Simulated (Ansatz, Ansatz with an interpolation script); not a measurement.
# Settings in Wannier-interpolated G0W0: KRb2RhF6 (Fm-3m)

Aim: vary the Wannier model and the GW settings for KRb2RhF6 (Fm-3m) and see what the interpolated bands lose.

Calculated with Ansatz 0.2.0; maximally localised Wannier functions, LDA, plane waves, PAW; PAW set soft_1.

## Step 1: Set-up

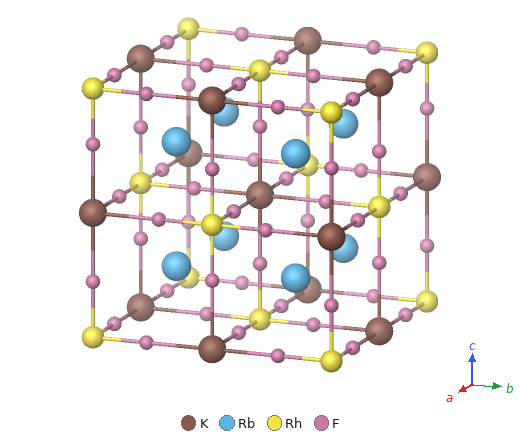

The cell as given, slightly off an axis (potassium brown, rubidium blue, rhodium yellow, fluorine pink). This picture shows the conventional cell, with its axes. Some periodic images of atoms are drawn too.

The cell and positions come from the Crystallography Open Database and are kept as given unless a step says otherwise.

## Step 2: Wannier model on 8×8×8

Contents of input.yaml:

```yaml
crystal:
  lattice:
    - [0.0, 4.438, 4.438]
    - [4.438, 0.0, 4.438]
    - [4.438, 4.438, 0.0]
  atoms:
    - { symbol: K, position: [0.5, 0.5, 0.5] }
    - { symbol: Rb, position: [0.25, 0.25, 0.25] }
    - { symbol: Rb, position: [0.75, 0.75, 0.75] }
    - { symbol: Rh, position: [0.0, 0.0, 0.0] }
    - { symbol: F, position: [0.776, 0.224, 0.224] }
    - { symbol: F, position: [0.224, 0.776, 0.224] }
    - { symbol: F, position: [0.224, 0.776, 0.776] }
    - { symbol: F, position: [0.776, 0.224, 0.776] }
    - { symbol: F, position: [0.224, 0.224, 0.776] }
    - { symbol: F, position: [0.776, 0.776, 0.224] }
kpoints:
  mp_grid: { grid: [4, 4, 4] }
hamiltonian:
  xc: lda
  pseudopotentials: { kind: paw, azcp: { folder: soft_1 }, xc_functional: pbe }
scf:
  occupations: { method: fixed }
  n_extra_bands: 92
output:
  wannier:
    kmesh: [8, 8, 8]
    projections: [{ species: F, l: p, shell: 2 }, { species: Rh, l: d, shell: 4 }]
    minimise: true
    write_hr: true
    seedname: w
    conv_tol: 1.0e-06
    max_iter: 20000
    stability_check: false
    disentanglement:
      window: [0.76, 14.19]
      frozen_window: [0.76, 8.26]
      conv_tol: 1.0e-08
```

Launch:

```
$ ansatz run input.yaml --threads 8 --pin off --max-ram 18432MiB --backend cpu --events-out ev --progress --plain --runs-dir out
```

Numbers of over 12 decimals in the logs are rounded to 6 here.

What it wrote:

```text
scf.n_extra_bands = 92 over 43 filled bands (N_el = 86.0): the run solves 135 bands
Engine: ansatz 0.2.0, aarch64-unknown-linux-gnu
Pseudopotentials: kind: paw
Pseudopotential: K, paw, valence charge 9, recommended cutoff 420 eV (normal), soft_1/K.paw.azcp
Pseudopotential: Rb, paw, valence charge 9, recommended cutoff 420 eV (normal), soft_1/Rb.paw.azcp
Pseudopotential: Rh, paw, valence charge 17, recommended cutoff 420 eV (normal), soft_1/Rh.paw.azcp
Pseudopotential: F, paw, valence charge 7, recommended cutoff 420 eV (normal), soft_1/F.paw.azcp
Functional definition: SPW92
  exchange = slater_x
  correlation = pw_c
Crystal: 10 atoms, lattice volume = 174.820 Å³
Basis set: ecut = 420 eV, 3479 PW (Γ)
Bands: 135, of which v1, the nominal top of the filled ones, is band 43 counted from 1 (42 counted from 0)
Symmetry: 48 space group operations
Space group: Fm-3m (ITA 225), of the structure as read, at distance tolerance 5.6e-5 Å
k-points: 8 of 64
Non-local potential: K, projectors of the file, l = 0: 3, l = 1: 2, l = 2: 2
Non-local potential: Rb, projectors of the file, l = 0: 3, l = 1: 2, l = 2: 2
Non-local potential: Rh, projectors of the file, l = 0: 3, l = 1: 2, l = 2: 2, l = 3: 1
Non-local potential: F, projectors of the file, l = 0: 2, l = 1: 2, l = 2: 1
PAW form: soft (Blöchl's): semilocal exchange-correlation on the pseudo side does not see the compensation charge
PAW frozen core: K, regenerated for the run's functional, and the local potential with it (the file was generated under x = pbe(κ = 0.804, μ = 0.219515), c = pbe(β = 0.066725))
PAW frozen core: Rb, regenerated for the run's functional, and the local potential with it (the file was generated under x = pbe(κ = 0.804, μ = 0.219515), c = pbe(β = 0.066725))
PAW frozen core: Rh, regenerated for the run's functional, and the local potential with it (the file was generated under x = pbe(κ = 0.804, μ = 0.219515), c = pbe(β = 0.066725))
PAW frozen core: F, regenerated for the run's functional, and the local potential with it (the file was generated under x = pbe(κ = 0.804, μ = 0.219515), c = pbe(β = 0.066725))
PAW one-centre angular grid: K, 110 points (default); XC on 64 Gauss nodes
PAW one-centre angular grid: Rb, 110 points (default); XC on 64 Gauss nodes
PAW one-centre angular grid: Rh, 590 points (default); XC on 64 Gauss nodes
PAW one-centre angular grid: F, 110 points (default); XC on 64 Gauss nodes
Initial density: superposition of atomic densities (chi_scale 0.1, normalization cell, long waves kept (reshape's long-wave potential 0.02 eV rms))
Initial wavefunctions: pseudopotential atomic-orbital guess
Functional: x = slater, c = lda
SCF iter   1: F=—  HF=-18898.098180 eV  |F-HF|=—  |Δ(HF+E_count)|=         —  Δρ=1.68e-1  dr2=4.16e1  ethr=3.10e-3  ⟨swp⟩=4.8  Hψ=3805  notcnv=0  defer=693
preconditioner: auto → Resta (q_TF=auto, 2.424 Å⁻¹)  ε∞=1.8  [insulator: Δε(μ)=1.382 eV  Ē_g=27.234 eV  n_scr=50 (ndim 8)  ℏωp=23.8 eV  f_vac=0.006  ε∞_Penn≈1.8]
SCF iter   2: F=—  HF=-18888.790619 eV  |F-HF|=—  |Δ(HF+E_count)|=    9.31e0  Δρ=1.00e-1  dr2=1.08e1  ethr=3.10e-3  ⟨swp⟩=3.0  Hψ=1624  notcnv=0  defer=698
SCF iter   3: F=—  HF=-18886.269781 eV  |F-HF|=—  |Δ(HF+E_count)|=    2.52e0  Δρ=2.67e-2  dr2=6.74e-1  ethr=3.10e-3  ⟨swp⟩=3.0  Hψ=1568  notcnv=0  defer=720
SCF iter   4: F=—  HF=-18886.106509 eV  |F-HF|=—  |Δ(HF+E_count)|=   1.63e-1  Δρ=1.12e-2  dr2=1.59e-1  ethr=7.84e-4  ⟨swp⟩=2.0  Hψ=1288  notcnv=0  defer=716
SCF iter   5: F=—  HF=-18886.080554 eV  |F-HF|=—  |Δ(HF+E_count)|=   2.60e-2  Δρ=3.26e-3  dr2=1.11e-2  ethr=1.84e-4  ⟨swp⟩=2.0  Hψ=1264  notcnv=0  defer=718
SCF iter   6: F=—  HF=-18886.080639 eV  |F-HF|=—  |Δ(HF+E_count)|=   8.50e-5  Δρ=9.34e-4  dr2=1.23e-3  ethr=1.29e-5  ⟨swp⟩=2.0  Hψ=712  notcnv=0  defer=720
SCF iter   7: F=—  HF=-18886.080469 eV  |F-HF|=—  |Δ(HF+E_count)|=   1.70e-4  Δρ=1.54e-4  dr2=4.71e-5  ethr=1.43e-6  ⟨swp⟩=2.0  Hψ=575  notcnv=0  defer=709
SCF iter   8: F=—  HF=-18886.080624 eV  |F-HF|=—  |Δ(HF+E_count)|=   1.54e-4  Δρ=2.78e-5  dr2=1.49e-6  ethr=5.48e-8  ⟨swp⟩=2.0  Hψ=555  notcnv=0  defer=688
SCF iter   9: F=-18886.080623 eV  HF=-18886.080623 eV  |F-HF|=9.06e-9  |Δ(HF+E_count)|=   1.19e-7  Δρ=2.04e-6  dr2=1.41e-8  ethr=1.16e-10  ⟨swp⟩=13.2  Hψ=9147  notcnv=0
SCF 1 converged in 9 iterations: F = -18886.080623 eV  dr2 = 1.41e-8
[...]
NSCF: frozen V_eff on 32 k-points
the Wannier pass solved 32 of the 512 points of its mesh, and has the states at the others by symmetry: states obtained by the crystal's operations at points that were solved too leave a residual of 8.28e-13 eV (read by the count's bands and the next), within 5.56e-6 eV
SCF converged after 9 iterations
Free energy (F): -18886.080623 eV
Harris-Foulkes:  -18886.080623 eV  (|F-HF|=9.06e-9)
Internal energy: -18886.080623 eV  (E = F + TS)
E sigma→0 (E₀):  -18886.080623 eV
Fermi energy:    4.862281 eV
--- Per-component energies (eV) ---
  E_band       = -780.984662
  E_kinetic    = 2325.438961
  E_local      = -8802.164065  (includes V_loc(G=0)·N_el)
  E_nonlocal   = 1239.558590
  E_hartree    = 3279.634356
  E_xc         = -1028.787453
  E_vxc        = -1256.752376  (∫ρ·V_xc dr)
  E_paw        = -10426.836064  (= ΣΔE_a)
  E_vpaw       = -846.328622  (= ΣTr[D̂ρ^β])
  E_aug_tail   = 0.004414  (compensation charges beyond the density's cutoff)
  E_ewald      = -5475.031373
  E_core_change = 2.102010  (= ΣΔE_core)
  E_smearing   = -0.000000  (= −TS)
  E_closure    = 0.000000  (closes the sum)
  Σ components = -18886.080623   (vs F -18886.080623, Δ=0.00e0)
--- Band table (eV; the first three rows and the last of 8) ---
  k-point 0: bands = [... 39 lower, 1.7714, 4.7219, 4.7219, 4.7219, 6.9943, 6.9943, 8.2760, 10.9744, ... 88 higher]
  k-point 1: bands = [... 39 lower, 1.7270, 4.7473, 4.7641, 4.7641, 7.0732, 7.0732, 8.9266, 11.3310, ... 88 higher]
  k-point 2: bands = [... 39 lower, 1.6700, 4.7722, 4.8038, 4.8038, 7.1503, 7.1503, 10.3420, 10.3788, ... 88 higher]
  k-point 7: bands = [... 39 lower, 1.6537, 4.7763, 4.7763, 4.8622, 6.8953, 7.1070, 10.8956, 10.8956, ... 88 higher]
Error: <dir> a combination of the trial orbitals is all but absent from every band inside the outer window at ik = 36: its weight there is 5.1e-15 of the largest combination's or less, which the computation cannot tell from zero, so that the projections give no starting gauge (the trial orbitals are those of output.wannier.projections, and ik = 36 is k-point 37 of the .win and .amn files); widen output.wannier.disentanglement.window
```

Run time: 30 s. Hardware: 8 threads of Arm Neoverse V2, shared host; peak memory 4.9 GiB.

Reading the cycles: dr2 is the Hartree energy of the density residual (eV), the measure of convergence; HF is the Harris–Foulkes estimate of the energy, which meets the free energy F at convergence.

The run ended with an error after its SCF cycle had converged; no result of it is taken.

The program's message: “Error: <dir> a combination of the trial orbitals is all but absent from every band inside the outer window at ik = 36: its weight there is 5.1e-15 of the largest combination's or less, which the compu …”

## Step 3: Wannier model on 8×8×8

Localised functions give a small Hamiltonian that interpolates between mesh points at no cost.

input.yaml: that of step 2 with these lines changed.

```diff
@@ -27,3 +27,6 @@
     kmesh: [8, 8, 8]
-    projections: [{ species: F, l: p, shell: 2 }, { species: Rh, l: d, shell: 4 }]
+    projections:
+      - { species: F, l: p, shell: 2 }
+      - { species: Rb, l: s, shell: 5 }
+      - { species: Rh, l: d, shell: 4 }
     minimise: true
@@ -35,4 +38,4 @@
     disentanglement:
-      window: [0.76, 14.19]
-      frozen_window: [0.76, 8.26]
+      window: [0.76, 29.26]
+      frozen_window: [0.76, 10.86]
       conv_tol: 1.0e-08
```

What it wrote:

```text
[...]
Crystal: 10 atoms, lattice volume = 174.820 Å³
Basis set: ecut = 420 eV, 3479 PW (Γ)
Bands: 135, of which v1, the nominal top of the filled ones, is band 43 counted from 1 (42 counted from 0)
Symmetry: 48 space group operations
[...]
k-points: 8 of 64
[...]
SCF iter   1: F=—  HF=-18898.098180 eV  |F-HF|=—  |Δ(HF+E_count)|=         —  Δρ=1.68e-1  dr2=4.16e1  ethr=3.10e-3  ⟨swp⟩=4.8  Hψ=3805  notcnv=0  defer=693
[...]
SCF iter   9: F=-18886.080623 eV  HF=-18886.080623 eV  |F-HF|=9.06e-9  |Δ(HF+E_count)|=   1.19e-7  Δρ=2.04e-6  dr2=1.41e-8  ethr=1.16e-10  ⟨swp⟩=13.2  Hψ=9147  notcnv=0
SCF 1 converged in 9 iterations: F = -18886.080623 eV  dr2 = 1.41e-8
[...]
NSCF: frozen V_eff on 32 k-points
[...]
SCF converged after 9 iterations
Free energy (F): -18886.080623 eV
[...]
Internal energy: -18886.080623 eV  (E = F + TS)
E sigma→0 (E₀):  -18886.080623 eV
Fermi energy:    4.862281 eV
[...]
--- Band table (eV; the first three rows and the last of 8) ---
  k-point 0: bands = [... 39 lower, 1.7714, 4.7219, 4.7219, 4.7219, 6.9943, 6.9943, 8.2760, 10.9744, ... 88 higher]
  k-point 1: bands = [... 39 lower, 1.7270, 4.7473, 4.7641, 4.7641, 7.0732, 7.0732, 8.9266, 11.3310, ... 88 higher]
  k-point 2: bands = [... 39 lower, 1.6700, 4.7722, 4.8038, 4.8038, 7.1503, 7.1503, 10.3420, 10.3788, ... 88 higher]
  k-point 7: bands = [... 39 lower, 1.6537, 4.7763, 4.7763, 4.8622, 6.8953, 7.1070, 10.8956, 10.8956, ... 88 higher]
Wannier search: line search 1 of at most 20000: gauge-dependent spread (as the search counts it) 42.3345925 Å², largest recent change 1.5e1 Å² against conv_tol 1.0e-6 Å², 0 stops escaped
[...]
WARN: <dir> 4980 periodic images of 4832 elements of H(R) lie 4.88e-4 to 1.95e-3 Å beyond their element's nearest image, near the 9.77e-4 Å window within which an element is shared among its images; whether they share it moves the interpolated H(k) by 1.0e-2 eV (Frobenius norm, root mean square over the Brillouin zone); at the model's own mesh points H(k) does not change
```

Run time: 70 s. Hardware: 8 threads; peak memory 4.9 GiB; 6.1 min of CPU time.

Numbers from this step:

- gauge-invariant spread: 61.41 Å²
- diagonal spread: 0.04052 Å²
- off-diagonal spread: 16.06 Å²
- total spread: 77.51 Å²
- least projectability: 1.79e-4
- localisation steps: 326
- disentanglement steps: 851
- r.m.s. interpolation error: 0.002542 eV
- r.m.s. error near the gap: 0.004020 eV

Near the gap the model misses directly solved bands by 4.0 meV r.m.s. and by 48 meV at most in the window tested. This tests the starting bands, not the corrections carried with them.

Frozen up to 5.99 eV; above it the model need not follow the bands. The electronic bands at the labelled points (eV, zero at the valence-band top):

| point | band 40 | band 41 | band 42 | band 43 | band 44 | band 45 | band 46 | band 47 |
| --- | --- | --- | --- | --- | --- | --- | --- | --- |
| Γ | -3.09 | -0.14 | -0.14 | -0.14 | 2.13 | 2.13 | 3.41 | 8.14 |
| X | -3.10 | -0.19 | 0.00 | 0.00 | 1.99 | 2.15 | 5.51 | 7.01 |
| U | -3.15 | -0.13 | -0.03 | -0.02 | 2.06 | 2.22 | 5.82 | 6.27 |
| jump to K | -3.15 | -0.13 | -0.03 | -0.02 | 2.06 | 2.22 | 5.82 | 6.27 |
| Γ | -3.09 | -0.14 | -0.14 | -0.14 | 2.13 | 2.13 | 3.41 | 8.14 |
| L | -3.19 | -0.09 | -0.06 | -0.06 | 2.29 | 2.29 | 5.48 | 5.52 |
| W | -3.21 | -0.09 | -0.09 | 0.00 | 2.03 | 2.24 | 6.13 | 6.13 |
| X | -3.10 | -0.19 | 0.00 | 0.00 | 1.99 | 2.15 | 5.51 | 7.01 |

The same for Kohn-Sham, solved directly:

| point | band 40 | band 41 | band 42 | band 43 | band 44 | band 45 | band 46 | band 47 |
| --- | --- | --- | --- | --- | --- | --- | --- | --- |
| Γ | -3.09 | -0.14 | -0.14 | -0.14 | 2.13 | 2.13 | 3.41 | 6.11 |
| X | -3.10 | -0.19 | 0.00 | 0.00 | 1.99 | 2.15 | 5.51 | 6.46 |
| U | -3.15 | -0.13 | -0.03 | -0.02 | 2.06 | 2.22 | 5.82 | 6.07 |
| K | -3.15 | -0.13 | -0.03 | -0.02 | 2.06 | 2.22 | 5.82 | 6.07 |
| Γ | -3.09 | -0.14 | -0.14 | -0.14 | 2.13 | 2.13 | 3.41 | 6.11 |
| L | -3.19 | -0.09 | -0.06 | -0.06 | 2.29 | 2.29 | 5.48 | 5.52 |
| W | -3.21 | -0.09 | -0.09 | 0.00 | 2.03 | 2.24 | 6.03 | 6.03 |
| X | -3.10 | -0.19 | 0.00 | 0.00 | 1.99 | 2.15 | 5.51 | 6.46 |

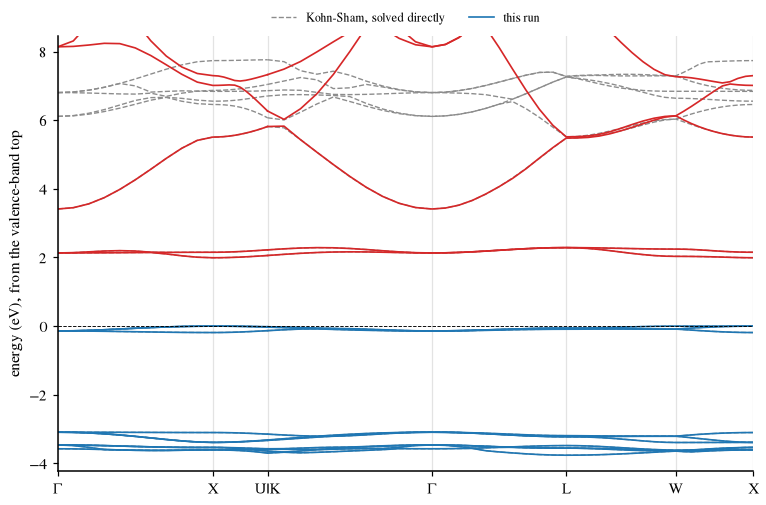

Electronic bands along the path; lines of filled and empty bands in two colours; dashed: Kohn-Sham, solved directly.

## Step 4: Wannier model on 4×4×4

input.yaml: that of step 3 with these lines changed.

```diff
@@ -26,3 +26,3 @@
   wannier:
-    kmesh: [8, 8, 8]
+    kmesh: [4, 4, 4]
     projections:
```

What it wrote:

```text
[...]
Crystal: 10 atoms, lattice volume = 174.820 Å³
Basis set: ecut = 420 eV, 3479 PW (Γ)
Bands: 135, of which v1, the nominal top of the filled ones, is band 43 counted from 1 (42 counted from 0)
Symmetry: 48 space group operations
[...]
k-points: 8 of 64
[...]
SCF iter   1: F=—  HF=-18898.098180 eV  |F-HF|=—  |Δ(HF+E_count)|=         —  Δρ=1.68e-1  dr2=4.16e1  ethr=3.10e-3  ⟨swp⟩=4.8  Hψ=3805  notcnv=0  defer=693
[...]
SCF iter   9: F=-18886.080623 eV  HF=-18886.080623 eV  |F-HF|=9.06e-9  |Δ(HF+E_count)|=   1.19e-7  Δρ=2.04e-6  dr2=1.41e-8  ethr=1.16e-10  ⟨swp⟩=13.2  Hψ=9147  notcnv=0
SCF 1 converged in 9 iterations: F = -18886.080623 eV  dr2 = 1.41e-8
[...]
SCF converged after 9 iterations
Free energy (F): -18886.080623 eV
[...]
Internal energy: -18886.080623 eV  (E = F + TS)
E sigma→0 (E₀):  -18886.080623 eV
Fermi energy:    4.862281 eV
[...]
--- Band table (eV; the first three rows and the last of 8) ---
  k-point 0: bands = [... 39 lower, 1.7714, 4.7219, 4.7219, 4.7219, 6.9943, 6.9943, 8.2760, 10.9744, ... 88 higher]
  k-point 1: bands = [... 39 lower, 1.7270, 4.7473, 4.7641, 4.7641, 7.0732, 7.0732, 8.9266, 11.3310, ... 88 higher]
  k-point 2: bands = [... 39 lower, 1.6700, 4.7722, 4.8038, 4.8038, 7.1503, 7.1503, 10.3420, 10.3788, ... 88 higher]
  k-point 7: bands = [... 39 lower, 1.6537, 4.7763, 4.7763, 4.8622, 6.8953, 7.1070, 10.8956, 10.8956, ... 88 higher]
[...]
```

Run time: 22 s. Hardware: 8 threads; peak memory 1.2 GiB.

This step gave:

```
gauge-invariant spread     : 43.64 Å²
diagonal spread            : 0.009051 Å²
off-diagonal spread        : 5.646 Å²
total spread               : 49.30 Å²
least projectability       : 8.48e-9
localisation steps         : 450
disentanglement steps      : 3574
r.m.s. interpolation error : 0.03216 eV
r.m.s. error near the gap  : 0.05095 eV
```

Near the gap the model misses directly solved bands by 50.9 meV r.m.s. and by 515 meV at most in the window tested. This tests the starting bands, not the corrections carried with them.

Frozen up to 5.99 eV; above it the model need not follow the bands. Electronic bands along the path, in eV, zero at the valence-band top; v1 is the highest filled band, c1 the lowest empty one:

| point | v4 | v3 | v2 | v1 | c1 | c2 | c3 | c4 |
| --- | --- | --- | --- | --- | --- | --- | --- | --- |
| Γ | -3.09 | -0.14 | -0.14 | -0.14 | 2.13 | 2.13 | 3.41 | 9.20 |
| X | -3.10 | -0.19 | 0.00 | 0.00 | 1.99 | 2.15 | 5.51 | 7.20 |
| U | -3.15 | -0.13 | -0.03 | -0.02 | 2.06 | 2.22 | 6.11 | 6.69 |
| jump to K | -3.15 | -0.13 | -0.03 | -0.02 | 2.06 | 2.22 | 6.04 | 6.98 |
| Γ | -3.09 | -0.14 | -0.14 | -0.14 | 2.13 | 2.13 | 3.41 | 9.20 |
| L | -3.19 | -0.09 | -0.06 | -0.06 | 2.29 | 2.29 | 5.48 | 5.52 |
| W | -3.21 | -0.09 | -0.09 | 0.00 | 2.03 | 2.24 | 6.52 | 6.78 |
| X | -3.10 | -0.19 | 0.00 | 0.00 | 1.99 | 2.15 | 5.51 | 7.20 |

The same for Kohn-Sham, solved directly:

| point | v4 | v3 | v2 | v1 | c1 | c2 | c3 | c4 |
| --- | --- | --- | --- | --- | --- | --- | --- | --- |
| Γ | -3.09 | -0.14 | -0.14 | -0.14 | 2.13 | 2.13 | 3.41 | 6.11 |
| X | -3.10 | -0.19 | 0.00 | 0.00 | 1.99 | 2.15 | 5.51 | 6.46 |
| U | -3.15 | -0.13 | -0.03 | -0.02 | 2.06 | 2.22 | 5.82 | 6.07 |
| K | -3.15 | -0.13 | -0.03 | -0.02 | 2.06 | 2.22 | 5.82 | 6.07 |
| Γ | -3.09 | -0.14 | -0.14 | -0.14 | 2.13 | 2.13 | 3.41 | 6.11 |
| L | -3.19 | -0.09 | -0.06 | -0.06 | 2.29 | 2.29 | 5.48 | 5.52 |
| W | -3.21 | -0.09 | -0.09 | 0.00 | 2.03 | 2.24 | 6.03 | 6.03 |
| X | -3.10 | -0.19 | 0.00 | 0.00 | 1.99 | 2.15 | 5.51 | 6.46 |

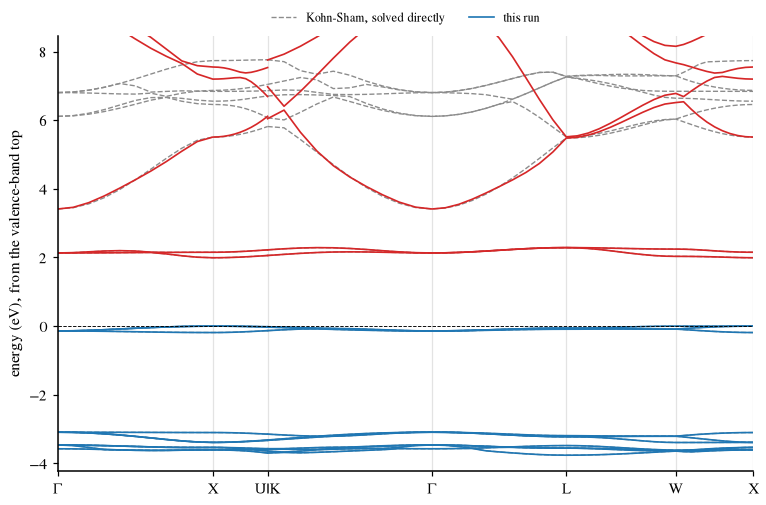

Electronic bands along the path; lines of filled and empty bands in two colours; dashed: Kohn-Sham, solved directly.

(Part 1 of 2 ends here.)

[Paths, hosts, dates, memory and timing lines, banners, echoed tables and standing remarks are left out of the program output.]

[Logs are printed without paths, hosts, clocks, repeated set-up lines and the standing remarks that a program may print on its own settings, such as how far it seeks lower states.]

[Runs of the session that timed out or met a known fault of the program may be left out.]

[Hosts, paths, dates, database ids (printed as entryN), source tags and the programs' standing remarks are cut or masked in the printed files.]
